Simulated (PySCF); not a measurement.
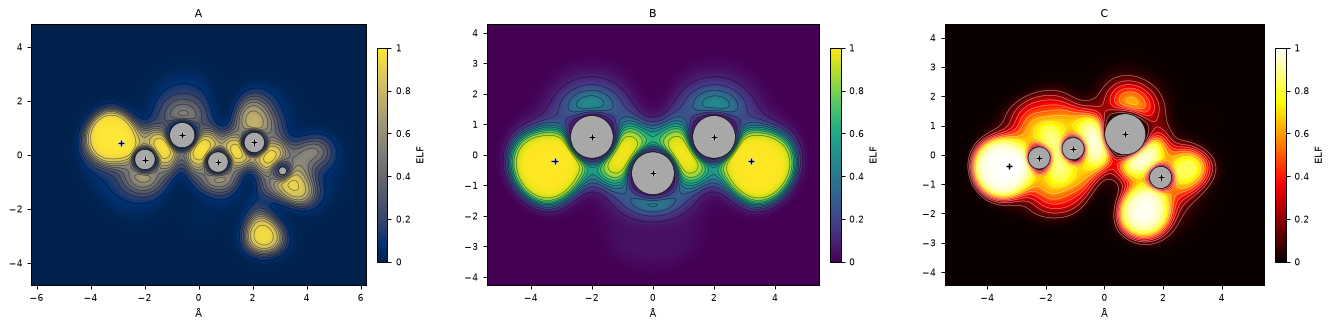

The ELF of 3 systems, each on a plane through atoms (crosses mark nuclei in the plane; grey discs cover the cores).

These are results of PBE0/pcSseg-1, SCF density, gas phase, non-relativistic (PySCF 2.14.0), not measurements.

System 1: C₆H₁₄B (SMILES C[BH2-]C1CCCC1) (charge −1), the plane of atoms C1, B2 and C3. Geometry: GFN2-xTB.

```yaml
atoms:
  - { symbol: C, position_ang: [2.8143, -0.1846, 0.0878] }
  - { symbol: B, position_ang: [1.6164, 0.1763, -0.9854] }
  - { symbol: C, position_ang: [0.1815, 0.3739, -0.1788] }
  - { symbol: C, position_ang: [-0.9998, 0.7637, -1.0669] }
  - { symbol: C, position_ang: [-2.2526, 0.5193, -0.2134] }
  - { symbol: C, position_ang: [-1.8559, -0.5857, 0.7824] }
  - { symbol: C, position_ang: [-0.3711, -0.8775, 0.5042] }
  - { symbol: H, position_ang: [2.6278, -1.1190, 0.6242] }
  - { symbol: H, position_ang: [3.7852, -0.2964, -0.4047] }
  - { symbol: H, position_ang: [2.9365, 0.5943, 0.8465] }
  - { symbol: H, position_ang: [1.5039, -0.7247, -1.8077] }
  - { symbol: H, position_ang: [1.8895, 1.2178, -1.5698] }
  - { symbol: H, position_ang: [0.2847, 1.1532, 0.5915] }
  - { symbol: H, position_ang: [-1.0127, 0.1130, -1.9445] }
  - { symbol: H, position_ang: [-0.9377, 1.7955, -1.4163] }
  - { symbol: H, position_ang: [-3.1174, 0.2314, -0.8197] }
  - { symbol: H, position_ang: [-2.5233, 1.4328, 0.3242] }
  - { symbol: H, position_ang: [-2.4764, -1.4794, 0.6606] }
  - { symbol: H, position_ang: [-1.9904, -0.2364, 1.8105] }
  - { symbol: H, position_ang: [0.1690, -1.1274, 1.4183] }
  - { symbol: H, position_ang: [-0.2805, -1.7231, -0.1813] }
```

System 2: H₁₀SSi₄ (SMILES [SiH3]S[SiH]([SiH3])[SiH3]), the plane of atoms Si4, Si3 and Si5. Geometry: GFN2-xTB.

```xyz
15

Si   -2.3899   -0.9618   -0.0694
S    -1.2083   -0.2820   -1.7026
Si    0.7000    0.3876   -0.8470
Si    0.3485    2.2538    0.4997
Si    1.8417   -1.4303    0.0542
H    -1.6872   -2.0585    0.5879
H    -3.6311   -1.3861   -0.6902
H    -2.5770    0.1461    0.8613
H     1.3131    0.7899   -2.1198
H    -0.3260    1.8997    1.7547
H     1.6578    2.8007    0.8643
H    -0.4310    3.3392   -0.0989
H     1.9742   -2.6003   -0.8162
H     3.1932   -0.9865    0.4044
H     1.2175   -1.9034    1.2958
```

System 3: C₆H₉FSi, the plane of atoms C2, Si3 and C4. Geometry: GFN2-xTB.

```xyz
17

C     3.5339   -0.1025    0.1880
C     2.4060   -0.2595   -0.1983
Si    0.6617   -0.5142   -0.7430
C    -0.3693    1.0903   -0.8015
C    -1.1728    1.0831    0.5037
C    -1.6135   -0.3516    0.7895
C    -0.3893   -1.2577    0.6978
F     0.3150   -1.2005    1.8977
H     4.5216    0.0322    0.5248
H     0.5889   -1.3401   -1.9531
H     0.2245    1.9987   -0.8858
H    -1.0514    1.0773   -1.6534
H    -0.5368    1.4232    1.3236
H    -2.0347    1.7509    0.4456
H    -2.0785   -0.4346    1.7736
H    -2.3353   -0.6752    0.0363
H    -0.6773   -2.3077    0.5908
```

**Which map belongs to which system?**

Panel A is system 1, C₆H₁₄B: the plane holds C, B and H. C–C (1.53 Å): the ELF peaks at about 0.95 between the atoms, as expected for a shared electron pair. Panel B is system 2, H₁₀SSi₄: the plane holds Si and H. Si–Si (2.33 Å): the ELF peaks at about 1 between the atoms; localised, covalent bonding. Panel C is system 3, C₆H₉FSi: the plane holds C, Si and H. C–C (1.20 Å): the ELF peaks at about 0.90 between the atoms; a short, multiple covalent bond.
